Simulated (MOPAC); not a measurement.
Potential energy surface of H2N (cation, charge +1), triplet: map of symmetric stretch and bend. Scanned: N-H bond length and H-N-H angle.

Cartesian coordinates as functions of the variables (Å; names that start with a are angles):
```
N  0  0  0
H  r*sin(a/2)  0  r*cos(a/2)
H  -r*sin(a/2)  0  r*cos(a/2)
```

Level of theory: PM7, unrestricted, heats of formation (MOPAC).

Energy in eV above the lowest grid point; x is the N-H bond length (Å), y the H-N-H angle (°).

```
y \ x    0.88   0.93   0.97   1.03   1.07   1.13   1.18   1.23   1.29   1.35   1.39
------  -----  -----  -----  -----  -----  -----  -----  -----  -----  -----  -----
180     0.247  0.056  0.000  0.051  0.162  0.422  0.709  1.045  1.498  1.988  2.329
171.28  0.252  0.060  0.004  0.056  0.167  0.427  0.715  1.052  1.505  1.997  2.338
158.09  0.287  0.093  0.036  0.088  0.200  0.464  0.754  1.094  1.552  2.047  2.391
150.23  0.337  0.141  0.083  0.134  0.247  0.512  0.804  1.146  1.607  2.105  2.450
137.69  0.494  0.291  0.229  0.278  0.390  0.654  0.947  1.291  1.754  2.255  2.602
128.86  0.683  0.471  0.405  0.448  0.557  0.819  1.111  1.453  1.915  2.415  2.761
120.03  0.950  0.729  0.655  0.690  0.794  1.050  1.337  1.676  2.133  2.628  2.971
111.26  1.307  1.071  0.988  1.011  1.108  1.354  1.633  1.965  2.414  2.901  3.239
99.39   1.954  1.691  1.589  1.587  1.670  1.896  2.160  2.477  2.909  3.379  3.706
90.20   2.604  2.309  2.185  2.156  2.223  2.428  2.676  2.977  3.391  3.844  4.159
77.85   3.731  5.753  5.316  4.842  4.632  4.452  4.408  4.446  4.580  4.792  4.967
70      6.414  5.641  5.161  4.638  4.404  4.199  4.144  4.175  4.308  4.522  4.701
```

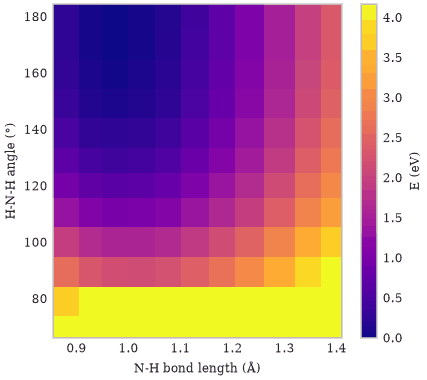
Figure. Energy surface, cut off at 4 eV.

Points that lie below all their neighbours on the grid: x = 0.97, y = 180 on the edge of the grid (0.000 eV); x = 1.18, y = 70 on the edge of the grid (4.144 eV). The lowest path on the grid from the first to the second passes x = 1.18, y = 77.85 at 4.408 eV.
